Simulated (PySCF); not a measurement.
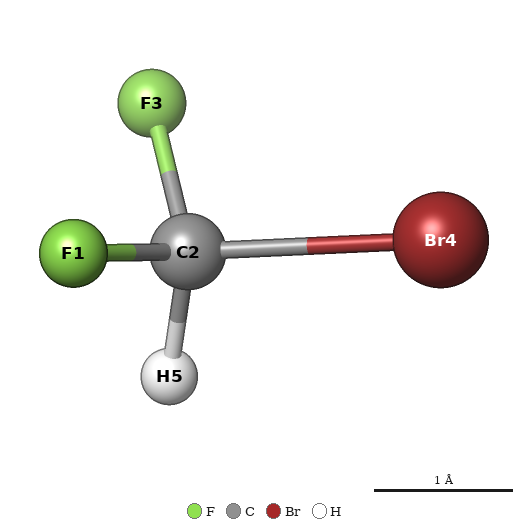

Orthographic view with a scale bar. Computed geometry: GFN2-xTB optimisation. No frequency run is at hand to confirm it as a minimum.

Reconstruct the coordinates (Å) as seen: x to the right, y up, z towards the viewer, origin at the mean of the atomic positions.

```xyz
5
CHBrF2
F   -0.95  -0.06   0.97
C   -0.12  -0.05  -0.07
F   -0.38   1.03  -0.80
Br   1.72   0.04   0.58
H   -0.26  -0.96  -0.67
```
